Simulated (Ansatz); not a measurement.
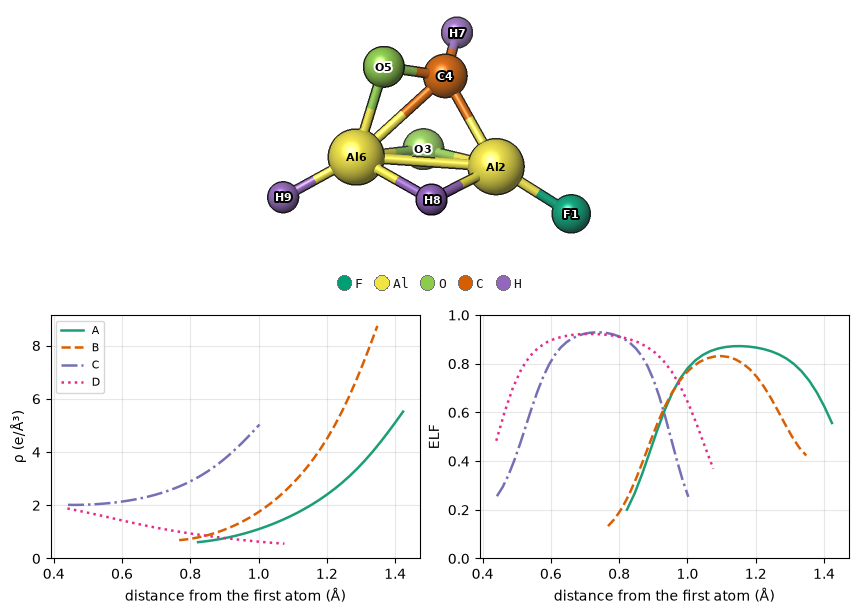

The picture shows: CH$_{3}$Al$_{2}$FO$_{2}$. Electron density and electron localisation function along straight lines between neighbouring atoms. The curves leave out the atomic cores. The structure is drawn too.

The calculation used RKS B3LYP/def2-SVP (Ansatz 0.2.0).

Input

```
crystal:
  periodic: [false, false, false]
  atoms:
    - { symbol: F, position_ang: [-1.1169, 1.5323, 2.8587] }
    - { symbol: Al, position_ang: [-0.1434, 0.323, 2.0557] }
    - { symbol: O, position_ang: [1.4764, -0.3625, 1.5387] }
    - { symbol: C, position_ang: [0.8763, 0.0265, 0.3929] }
    - { symbol: O, position_ang: [0.4123, -1.1331, -0.3327] }
    - { symbol: Al, position_ang: [-0.6531, -0.5697, -1.7314] }
    - { symbol: H, position_ang: [1.4128, 0.7772, -0.1667] }
    - { symbol: H, position_ang: [-2.1928, -0.4307, -1.5384] }
    - { symbol: H, position_ang: [0.0169, -0.2093, -3.0939] }
basis:
  gaussian: { orbitals: def2-SVP }
hamiltonian:
  xc: b3lyp
relax:
  f_tol: 0.02
  max_steps: 50
output:
  orbitals: {}
```

Launched as:

```sh
ansatz run input.yaml --threads 2 --pin off --max-ram 3072MiB --backend cpu --events-out ev --progress --plain --runs-dir out
```

The fields are those of the relaxed geometry.

Which curve belongs to which contact (Al–F, Al–O, C–Al and C–O)? The first atom named is at distance zero.

Curve A: Al–O (1.78 Å): the density is about 0.74 e/Å³ at the midpoint; the ELF peaks at about 0.85 in the valence shell of O, 0.6 Å from its nucleus, and is about 0.45 at the midpoint. Curve B: Al–F (1.66 Å): ρ at the midpoint is about 0.81 e/Å³; the ELF peaks at about 0.85 in the valence shell of F, 0.6 Å from its nucleus, and is about 0.25 at the midpoint. Curve C: C–O (1.36 Å): ρ is about 2.3 e/Å³ halfway, with its minimum of 2 e/Å³ about 0.5 Å from C; the ELF peaks at about 0.95 between the atoms (a shared but strongly polarised pair). Curve D: C–Al (1.96 Å): ρ is about 0.66 e/Å³ halfway; the ELF peaks at about 0.90 in the valence shell of C, 0.7 Å from its nucleus, and is about 0.70 at the midpoint.
